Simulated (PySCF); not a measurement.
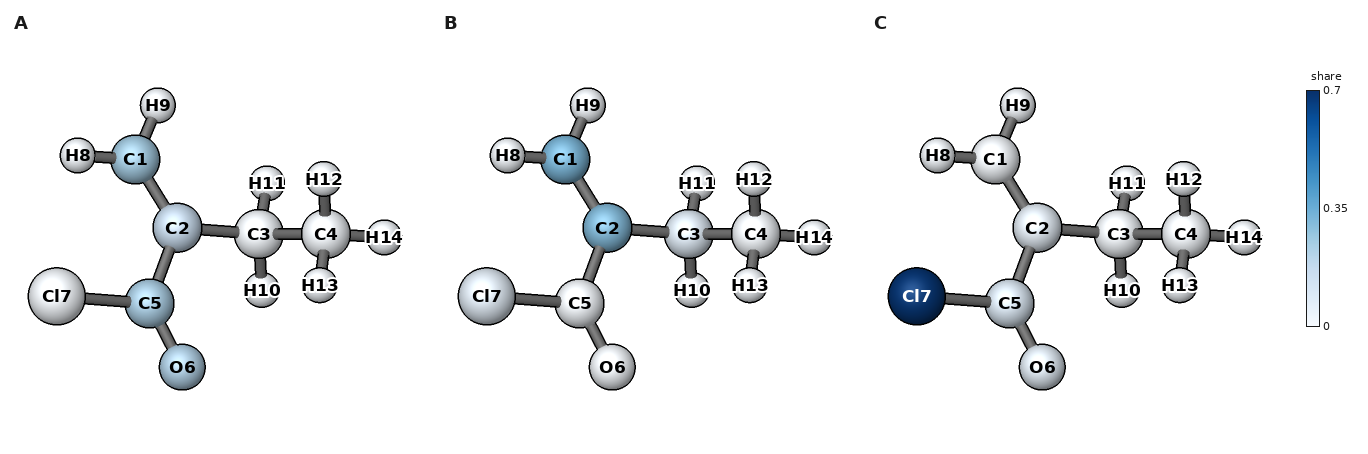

Each panel colours the atoms by their Löwdin share in one orbital (up to four of the largest shares; other atoms are shown as zero). The geometry was computed by an optimisation with GFN2-xTB. No frequency run is at hand to confirm it as a minimum. Level of theory: CAM-B3LYP/def2-SVPD (PySCF 2.14.0).

The panels show the HOMO−2, HOMO, LUMO, in some order. Which is which?

Answer. A: LUMO, −1.13 eV; C1 0.24, C5 0.23, O6 0.21, C2 0.15
B: HOMO, −9.71 eV; C1 0.32, C2 0.31, C3 0.07, Cl7 0.06
C: HOMO−2, −10.69 eV; Cl7 0.68, C5 0.08, O6 0.06, C2 0.05
